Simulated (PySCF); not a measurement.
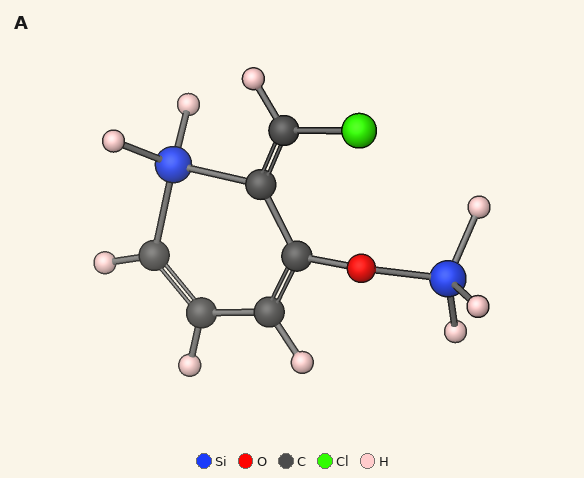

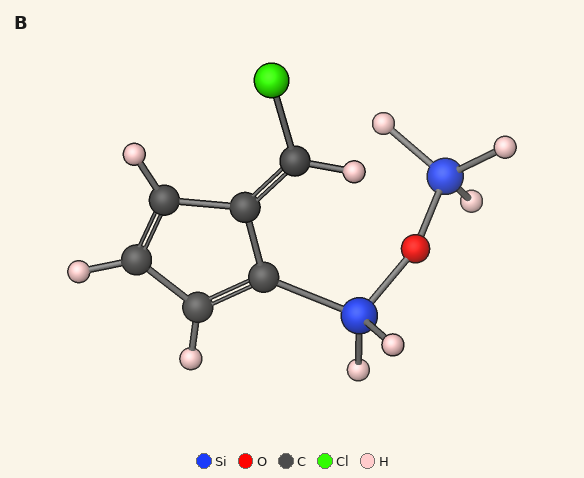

2 stationary structures of one formula. Geometries: GFN2-xTB. Electronic energies: PBE0/pcSseg-1 (PySCF 2.14.0), without zero-point energy. No frequency run is at hand to confirm each as a minimum. Each is one conformer, not always the lowest.

**Are they conformers, stereoisomers or constitutional isomers?**

They are constitutional isomers of C6H9ClOSi2: A `[SiH3]OC1=CC=C[SiH2]/C1=C/Cl`, B `[SiH3]O[SiH2]C1=CC=C/C1=C\Cl`.

**Rank them by energy, lowest first.**

B is lowest; A lies 1.461 eV above it.

The geometry is semi-empirical. Around Si such bond lengths and angles can be off by a tenth of an ångström or more and by several degrees, and values that hang on the shape move with them.
